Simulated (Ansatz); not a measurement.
# Co2Rh2C: relaxing a made-up structure

Starting from a made-up structure for Co2Rh2C, the aim is the relaxed cell, its shortest contacts and, where a second run follows, its electronic structure.

Method: DFT, PBEsol, plane-wave PAW, files of the set soft_1, scalar-relativistic, ferromagnetic start, cell and ions relaxed at zero pressure; PAW set soft_1, in Ansatz 0.2.0.

## Step 1: Set-up

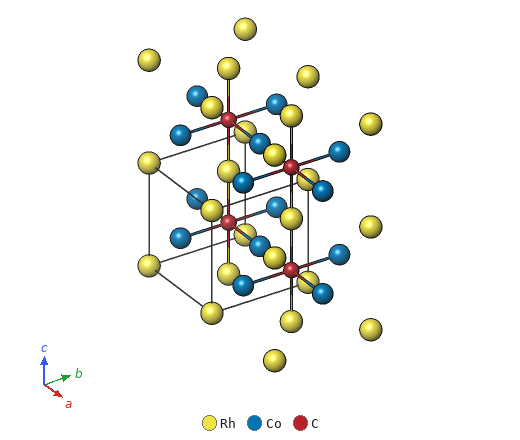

The cell as given, from a free direction (rhodium yellow, cobalt blue, carbon red). 2×1×2 cells are drawn. Some periodic images of atoms are drawn too.

As a file:

```cif
data_structure
_symmetry_space_group_name_H-M 'P4/mmm'
_symmetry_Int_Tables_number 123
_cell_length_a 3.7540
_cell_length_b 3.7540
_cell_length_c 3.8640
_cell_angle_alpha 90.000
_cell_angle_beta 90.000
_cell_angle_gamma 90.000
_cell_volume 54.45
loop_
_atom_site_label
_atom_site_type_symbol
_atom_site_symmetry_multiplicity
_atom_site_Wyckoff_symbol
_atom_site_fract_x
_atom_site_fract_y
_atom_site_fract_z
_atom_site_occupancy
Rh1 Rh 1 c 0.50000 0.50000 0.00000 1
Rh2 Rh 1 a 0.00000 0.00000 0.00000 1
Co1 Co 2 e 0.00000 0.50000 0.50000 1
C1 C 1 d 0.50000 0.50000 0.50000 1
```

## Step 2: Relaxing cell and atoms

The guess takes its coordinates from another compound and its volume from a rule, so the cell and any free coordinates are relaxed together.

Input file input.yaml:

```yaml
crystal:
  lattice:
    - [3.754, 0.0, 0.0]
    - [0.0, 3.754, 0.0]
    - [0.0, 0.0, 3.864]
  atoms:
    - { symbol: Rh, position: [0.5, 0.5, 0.0], spin: 0.6 }
    - { symbol: Rh, position: [0.0, 0.0, 0.0], spin: 0.6 }
    - { symbol: Co, position: [0.0, 0.5, 0.5], spin: 2.0 }
    - { symbol: Co, position: [0.5, 0.0, 0.5], spin: 2.0 }
    - { symbol: C, position: [0.5, 0.5, 0.5] }
magnetization:
  spin_polarized: true
kpoints:
  mp_grid: { grid: [7, 7, 7] }
scf:
  occupations: { method: fermi_dirac, width: 0.05 }
hamiltonian:
  xc: pbesol
  pseudopotentials: { kind: paw, azcp: { folder: soft_1 }, xc_functional: pbe }
relax:
  f_tol: 0.015
  max_steps: 70
  cell: {}
output:
  forces: true
  stress: true
```

On the command line:

```sh
> ansatz run input.yaml --threads 4 --pin off --max-ram 8192MiB --backend cpu --events-out ev --progress --plain --runs-dir out
```

Numbers of over 12 decimals in the logs are rounded to 6 here.

The log of the run:

```text
Engine: ansatz 0.2.0, aarch64-unknown-linux-gnu
Pseudopotentials: kind: paw
Pseudopotential: Rh, paw, valence charge 17, recommended cutoff 420 eV (normal), soft_1/Rh.paw.azcp
Pseudopotential: Co, paw, valence charge 17, recommended cutoff 420 eV (normal), soft_1/Co.paw.azcp
Pseudopotential: C, paw, valence charge 4, recommended cutoff 420 eV (normal), soft_1/C.paw.azcp
Functional definition: PBEsol
  exchange = pbesol_x
  correlation = pbesol_c
Crystal: 5 atoms, lattice volume = 54.453 Å³
Basis set: ecut = 420 eV, 1045 PW (Γ), exchange–correlation on 54×54×54 points (8 copies of the dense FFT grid, shifted against one another)
Bands: 47, of which v1, the nominal top of the filled ones, is band 36 counted from 1 (35 counted from 0)
Symmetry: 16 space group operations
Space group: P4/mmm (ITA 123), of the structure as read, at distance tolerance 3.8e-5 Å
Magnetic group: BNS 123.339 (UNI 999), of the structure as read, at distance tolerance 3.8e-5 Å
k-points: 40 of 343
Non-local potential: Rh, projectors of the file, l = 0: 3, l = 1: 2, l = 2: 2, l = 3: 1
Non-local potential: Co, projectors of the file, l = 0: 3, l = 1: 2, l = 2: 3, l = 3: 1
Non-local potential: C, projectors of the file, l = 0: 2, l = 1: 2, l = 2: 1
PAW form: soft (Blöchl's): semilocal exchange-correlation on the pseudo side does not see the compensation charge
PAW frozen core: Rh, regenerated for the run's functional, and the local potential with it (the file was generated under x = pbe(κ = 0.804, μ = 0.219515), c = pbe(β = 0.066725))
PAW frozen core: Co, regenerated for the run's functional, and the local potential with it (the file was generated under x = pbe(κ = 0.804, μ = 0.219515), c = pbe(β = 0.066725))
PAW frozen core: C, regenerated for the run's functional, and the local potential with it (the file was generated under x = pbe(κ = 0.804, μ = 0.219515), c = pbe(β = 0.066725))
PAW one-centre angular grid: Rh, 590 points (default); XC on 64 Gauss nodes
PAW one-centre angular grid: Co, 590 points (default); XC on 64 Gauss nodes
PAW one-centre angular grid: C, 110 points (default); XC on 64 Gauss nodes
Initial density: superposition of atomic densities (chi_scale 0.1, normalization cell, long waves kept (reshape's long-wave potential 0.00 eV rms))
Starting moments: Σ|m| = 5.2 μB on 4 of 5 sites
Initial wavefunctions: pseudopotential atomic-orbital guess
Functional: x = pbesol(κ = 0.804, μ = 0.123457), c = pbesol(β = 0.046)
SCF iter   1: F=—  HF=-23110.321700 eV  |F-HF|=—  |Δ(HF+E_count)|=         —  Δρ=7.10e-2 (↑6.02e-2 ↓7.10e-2)  dr2=1.07e1  dr2_m=1.29e-1  M=4.798 μB ∫|m|=4.898 μB  β_m=0.30  ethr=3.10e-3  ⟨swp⟩=5.8  Hψ=12109  notcnv=0  defer=14
Mixer restart at iter 1: flushing history
preconditioner: auto → Kerker (q_TF=auto, 2.858 Å⁻¹)  [metal: Δε(μ)=0.011 eV  Ē_g=9.095 eV  σ=0.050 eV  W_gap=0.05  n_scr=18 (ndim 8)  ℏωp=31.8 eV  f_vac=0.000  D(μ)=6.75/eV (n_scr^D=92)]
spin=Collinear: Kerker preconditioning applied to the charge; magnetization (m = ρ↑ − ρ↓) channel mixes plain (no charge-response kernel on spin).
SCF iter   2: F=—  HF=-23107.590762 eV  |F-HF|=—  |Δ(HF+E_count)|=    2.73e0  Δρ=3.85e-2 (↑3.74e-2 ↓3.85e-2)  dr2=4.11e0  dr2_m=4.60e-2  M=4.656 μB ∫|m|=4.790 μB  β_m=0.42  ethr=3.10e-3  ⟨swp⟩=2.1  Hψ=6434  notcnv=0  defer=199
SCF iter   3: F=—  HF=-23108.180495 eV  |F-HF|=—  |Δ(HF+E_count)|=   5.90e-1  Δρ=2.20e-2 (↑1.29e-2 ↓2.20e-2)  dr2=6.08e-1  dr2_m=6.37e-2  M=4.413 μB ∫|m|=4.607 μB  β_m=0.51  ethr=3.10e-3  ⟨swp⟩=2.4  Hψ=6282  notcnv=0  defer=203
SCF iter   4: F=—  HF=-23108.636470 eV  |F-HF|=—  |Δ(HF+E_count)|=   4.56e-1  Δρ=2.91e-2 (↑8.22e-3 ↓2.91e-2)  dr2=6.06e-1  dr2_m=1.00e-1  M=4.174 μB ∫|m|=4.416 μB  β_m=0.25  ethr=8.45e-4  ⟨swp⟩=2.0  Hψ=4733  notcnv=0  defer=213
SCF iter   5: F=—  HF=-23108.809904 eV  |F-HF|=—  |Δ(HF+E_count)|=   1.73e-1  Δρ=1.41e-2 (↑1.41e-2 ↓8.22e-3)  dr2=6.79e-2  dr2_m=4.81e-2  M=4.058 μB ∫|m|=4.308 μB  β_m=0.60  ethr=8.42e-4  ⟨swp⟩=2.4  Hψ=5642  notcnv=0  defer=213
SCF iter   6: F=—  HF=-23108.848004 eV  |F-HF|=—  |Δ(HF+E_count)|=         —  Δρ=1.35e-2 (↑1.35e-2 ↓7.63e-3)  dr2=1.59e-2  dr2_m=5.43e-2  M=3.673 μB ∫|m|=3.932 μB  β_m=0.60  ethr=9.43e-5  ⟨swp⟩=2.4  Hψ=6491  notcnv=0  defer=214
Mixer restart at iter 6: flushing history
SCF iter   7: F=—  HF=-23108.847450 eV  |F-HF|=—  |Δ(HF+E_count)|=   5.54e-4  Δρ=7.62e-3 (↑4.71e-3 ↓7.62e-3)  dr2=3.79e-3  dr2_m=1.87e-2  M=3.634 μB ∫|m|=3.888 μB  β_m=0.80  ethr=2.21e-5  ⟨swp⟩=2.0  Hψ=6418  notcnv=0  defer=214
SCF iter   8: F=—  HF=-23108.851925 eV  |F-HF|=—  |Δ(HF+E_count)|=   4.48e-3  Δρ=7.10e-3 (↑7.10e-3 ↓2.10e-3)  dr2=2.57e-2  dr2_m=4.09e-3  M=3.574 μB ∫|m|=3.828 μB  β_m=0.76  ethr=5.26e-6  ⟨swp⟩=2.3  Hψ=7488  notcnv=0  defer=214
SCF iter   9: F=—  HF=-23108.845937 eV  |F-HF|=—  |Δ(HF+E_count)|=   5.99e-3  Δρ=1.37e-3 (↑3.65e-4 ↓1.37e-3)  dr2=1.05e-3  dr2_m=1.85e-4  M=3.547 μB ∫|m|=3.796 μB  β_m=0.88  ethr=5.26e-6  ⟨swp⟩=2.0  Hψ=7445  notcnv=0  defer=213
SCF iter  10: F=—  HF=-23108.845916 eV  |F-HF|=—  |Δ(HF+E_count)|=   2.03e-5  Δρ=4.24e-4 (↑2.43e-4 ↓4.24e-4)  dr2=2.36e-4  dr2_m=5.92e-6  M=3.532 μB ∫|m|=3.779 μB  β_m=0.82  ethr=1.46e-6  ⟨swp⟩=1.4  Hψ=4240  notcnv=0  defer=213
SCF iter  11: F=—  HF=-23108.845872 eV  |F-HF|=—  |Δ(HF+E_count)|=   4.44e-5  Δρ=1.98e-4 (↑5.94e-5 ↓1.98e-4)  dr2=1.76e-5  dr2_m=3.45e-6  M=3.530 μB ∫|m|=3.778 μB  β_m=0.91  ethr=3.28e-7  ⟨swp⟩=2.0  Hψ=4575  notcnv=0  defer=213
SCF iter  12: F=—  HF=-23108.845877 eV  |F-HF|=—  |Δ(HF+E_count)|=   5.61e-6  Δρ=1.40e-4 (↑4.67e-5 ↓1.40e-4)  dr2=1.30e-5  dr2_m=1.24e-6  M=3.533 μB ∫|m|=3.780 μB  β_m=0.96  ethr=2.45e-8  ⟨swp⟩=2.0  Hψ=4761  notcnv=0  defer=213
SCF iter  13: F=—  HF=-23108.845878 eV  |F-HF|=—  |Δ(HF+E_count)|=   6.49e-7  Δρ=2.04e-5 (↑1.41e-5 ↓2.04e-5)  dr2=5.10e-7  dr2_m=1.26e-8  M=3.534 μB ∫|m|=3.781 μB  β_m=0.94  ethr=1.80e-8  ⟨swp⟩=2.0  Hψ=4472  notcnv=0  defer=213
SCF iter  14: F=—  HF=-23108.845878 eV  |F-HF|=—  |Δ(HF+E_count)|=   4.13e-8  Δρ=3.98e-6 (↑2.12e-6 ↓3.98e-6)  dr2=1.44e-8  dr2_m=2.12e-9  M=3.534 μB ∫|m|=3.781 μB  β_m=0.87  ethr=7.09e-10  ⟨swp⟩=2.0  Hψ=4516  notcnv=0  defer=213
SCF iter  15: F=-23108.845878 eV  HF=-23108.845878 eV  |F-HF|=5.20e-8  |Δ(HF+E_count)|=   6.52e-9  Δρ=7.32e-6 (↑2.27e-6 ↓7.32e-6)  dr2=5.61e-8  dr2_m=3.75e-9  M=3.534 μB ∫|m|=3.781 μB  ethr=2.00e-11  ⟨swp⟩=2.1  Hψ=10019  notcnv=0
SCF 1 converged in 15 iterations: F = -23108.845878 eV  dr2 = 5.61e-8
  greatest PAW one-centre occupation: 1.001 electrons in one spin orbital (limit 2), on the Co atom at site 2 (counted from 0), in its partial waves of l = 1
relax step   1: F+E_penalty+E_count = -23108.84587805 eV  Δ(F+E_penalty+E_count) = +0.000e0 eV  max|allowed force component| = 5.680e-28 eV/Å  Δτ_max = 0.0000 Å  P = +7.946 GPa  Ω = 54.453 Å³  (15 SCF iters, dr2 threshold 1.00e-7 eV, accepted)
[...]
relax step   2: F+E_penalty+E_count = -23108.88432357 eV  Δ(F+E_penalty+E_count) = -3.845e-2 eV  max|allowed force component| = 2.240e-29 eV/Å  Δτ_max = 0.0000 Å  P = +1.858 GPa  Ω = 55.661 Å³  energy of the carried Pulay correction = -1.231e-3 eV  (10 SCF iters, dr2 threshold 5.00e-7 eV, accepted)
[...]
relax step   3: F+E_penalty+E_count = -23108.88629740 eV  Δ(F+E_penalty+E_count) = -1.974e-3 eV  max|allowed force component| = 9.159e-29 eV/Å  Δτ_max = 0.0000 Å  P = +0.125 GPa  Ω = 56.038 Å³  energy of the carried Pulay correction = -1.611e-3 eV  (13 SCF iters, dr2 threshold 5.00e-7 eV, accepted)
[...]
relax step   4: F+E_penalty+E_count = -23108.88629224 eV  Δ(F+E_penalty+E_count) = +5.152e-6 eV  max|allowed force component| = 1.818e-28 eV/Å  Δτ_max = 0.0000 Å  P = +0.004 GPa  Ω = 56.070 Å³  energy of the carried Pulay correction = -1.644e-3 eV  (9 SCF iters, dr2 threshold 8.86e-8 eV, accepted)
[...]
relax step   5: F+E_penalty+E_count = -23108.88812819 eV  Δ(F+E_penalty+E_count) = -1.836e-3 eV  max|allowed force component| = 1.818e-28 eV/Å  Δτ_max = 0.0000 Å  P = +0.032 GPa  Ω = 56.070 Å³  stress off target by 4.65e-2 GPa  SCF on the basis re-selected at this cell (its energy is not comparable with the rows above)  (16 SCF iters)
basis re-selected at this cell: Δ(F+E_penalty+E_count) = -1.836e-3 eV, ΔP = +0.029 GPa vs the last step (what re-selecting the basis moved, of the pressure what is left beyond the Pulay correction that the steps carried, after the strain that the cell walked since its last selection, with what the two solves' SCF thresholds leave and, on support functions, any second-order correction that the steps lacked; it is no m [...]
SCF converged after 16 iterations
Magnetization: 3.8045 μB (37.9023 up, 34.0977 down)
Absolute magnetization: 4.0660 μB (∫|ρ↑−ρ↓|, with the PAW one-centre terms)
Spin contamination: 0.0716 ħ² per cell (⟨S²⟩ above its minimum at these occupations)
Per-site moments (μB) at R_I (Å): [(0.310724, 0.808246), (0.838027, 1.103317), (1.269702, 0.780163), (1.269702, 0.780163), (-0.032067, 0.780163)]
Free energy (F): -23108.888128 eV
Harris-Foulkes:  -23108.888128 eV  (|F-HF|=7.28e-12)
Internal energy: -23108.832262 eV  (E = F + TS)
E sigma→0 (E₀):  -23108.860195 eV
Entropy (-TS):   -0.055867 eV (-11.173 meV/atom)
Fermi energy:    19.353404 eV
--- Per-component energies (eV) ---
  E_band       = -696.701517
  E_kinetic    = 1747.821753
  E_local      = -8827.110267  (includes V_loc(G=0)·N_el)
  E_nonlocal   = 1500.996255
  E_hartree    = 3689.937339
  E_xc         = -631.711517
  E_vxc        = -800.504567  (∫ρ·V_xc dr)
  E_paw        = -10256.396343  (= ΣΔE_a)
  E_vpaw       = -1697.779659  (= ΣTr[D̂ρ^β])
  E_aug_tail   = 0.000317  (compensation charges beyond the density's cutoff)
  E_ewald      = -10333.320139
  E_core_change = 0.950341  (= ΣΔE_core)
  E_smearing   = -0.055867  (= −TS)
  E_closure    = -0.000000  (closes the sum)
  Σ components = -23108.888128   (vs F -23108.888128, Δ=0.00e0)
--- Forces (eV/Å), atoms counted from 1 ---
  atom   1  Rh    -0.00000000    -0.00000000     0.00000000
  atom   2  Rh     0.00000000     0.00000000     0.00000000
  atom   3  Co    -0.00000000     0.00000000     0.00000000
  atom   4  Co     0.00000000    -0.00000000     0.00000000
  atom   5  C     -0.00000000    -0.00000000     0.00000000
  max |Σ_I F_I| component: 3.91e-28 eV/Å
--- Stress (GPa, compression-positive) ---
        0.046467       0.000000       0.000000
        0.000000       0.046467       0.000000
        0.000000       0.000000       0.003958
  P = ⅓ Tr σ = 0.0323 GPa (0.323 kbar)
--- Relaxed structure (4 steps of the walk, 4 accepted, 1 SCFs on fresh bases) ---
  F+E_penalty+E_count = -23108.88812819 eV   max|allowed force component| = 1.818e-28 eV/Å   (the final SCF, on the basis selected at the relaxed cell)
  cell:  # Å, volume = 56.0702 Å³
    - [3.782608, 0, 0.0]
    - [0, 3.782608, 0.0]
    - [0.0, 0.0, 3.918770]
  atoms:
    - { symbol: Rh, position: [0.500000, 0.500000, 0.0] }
    - { symbol: Rh, position: [0, 0, 0.0] }
    - { symbol: Co, position: [0, 0.500000, 0.5] }
    - { symbol: Co, position: [0.500000, 0, 0.5] }
    - { symbol: C, position: [0.500000, 0.500000, 0.5] }
```

The job ended after 18 s (4 threads of Arm Neoverse V2, shared host; peak memory 0.49 GiB).

The steps of the relaxation:

```
step  energy less that of the first step (eV)  largest force component (eV/Å)  pressure (GPa)  volume (Å³)
   1                                   0.0000                          0.0000            7.95        54.45
   2                                  -0.0384                          0.0000            1.86        55.66
   3                                  -0.0404                          0.0000            0.13        56.04
   4                                  -0.0404                          0.0000            0.00        56.07
  5*                                  -0.0422                          0.0000            0.03        56.07
```

Relaxation steps marked * repeat the geometry before them on a plane-wave basis chosen anew for their cell, so energy and pressure can jump there.

Forces are held to the 16 operations that the run works with; a distortion that breaks them can't arise in this run.

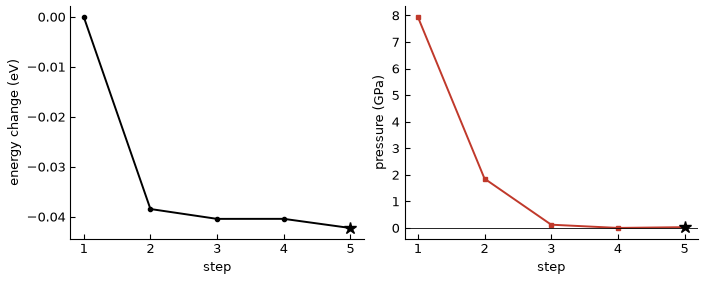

Energy and pressure along the relaxation. Stars mark steps on a basis chosen anew.

```
conventional cell, symmetrised  before  after  change
                         a (Å)   3.754  3.783  +0.8 %
                         b (Å)   3.754  3.783  +0.8 %
                         c (Å)   3.864  3.919  +1.4 %
              volume (Å³/atom)   10.89  11.21  +3.0 %
```

Final coordinates:

```
Rh Co C
1.0
     3.78261    0.00000    0.00000
     0.00000    3.78261    0.00000
     0.00000    0.00000    3.91877
Rh Co C
2 2 1
Direct
  0.50000 0.50000 0.00000
  0.00000 0.00000 0.00000
  0.00000 0.50000 0.50000
  0.50000 0.00000 0.50000
  0.50000 0.50000 0.50000
```

This step gave:

```
free energy             : -23108.8881 eV
energy at zero smearing : -23108.8602 eV
smearing term TS        : 0.05587 eV
Fermi energy            : 19.35 eV
magnetization           : 3.805 μB
absolute magnetization  : 4.066 μB
site moments            : 0.3107, 0.8380, 1.270, 1.270, -0.03207 μB
electrons               : 72
symmetry operations     : 16
pressure                : 0.03230 GPa
```

Site moment by atom:

```
atom  site moment (μB)
 Rh1              0.31
 Rh2              0.84
 Co3              1.27
 Co4              1.27
  C5             -0.03
```

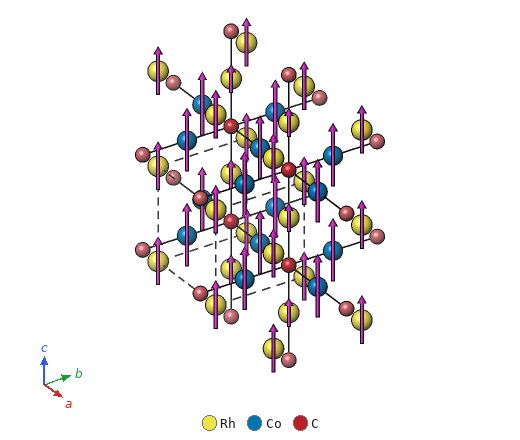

Site moment as arrows, the longest 1.27 μB. Up and down stand for the sign. Arrows give size and sign along the axis of quantisation, drawn up and down the page. Each arrow also spans its atom, so small moments look longer than they are. 2×1×2 cells are drawn. Some periodic images of atoms are drawn too.

Shortest distances by pair of elements, guess and relaxed (not always the same contact):

```
 pair  guess (Å)  relaxed (Å)
 C–Co      1.877        1.891
 C–Rh      1.932        1.959
Rh–Rh      2.654        2.675
Co–Co      2.654        2.675
Co–Rh      2.694        2.723
```

The relaxation ends with a pressure of 0.03 GPa.

## Step 3: What came out

| Property | Result |
| --- | --- |
| space group, relaxed | P4/mmm |
| conventional cell | a = 3.783, b = 3.783, c = 3.919 Å; α = 90.0°, β = 90.0°, γ = 90.0° |
| volume per atom | 11.21 Å³ (guess 10.89) |
| total moment | 3.80 μB in the cell of 5 atoms |

Co2Rh2C relaxes to P4/mmm with a = 3.783, b = 3.783 and c = 3.919 Å. The guessed volume was 3 % too small. The space group P4/mmm was held in the relaxation, so the end point is a stationary structure within it and may be a saddle against distortions or other arrangements. The input starts from parallel moments, and no other start was typed. Mesh and cutoff weren't tested. No dispersion term is used, so weakly bound directions may come out too long. Nothing here tests whether the compound is stable against decomposition.

[Logs are printed without paths, hosts, clocks, repeated set-up lines and the standing remarks that a program may print on its own settings, such as how far it seeks lower states.]

[Hosts, paths, dates, database ids (printed as entryN), source tags and the programs' standing remarks are cut or masked in the printed files.]
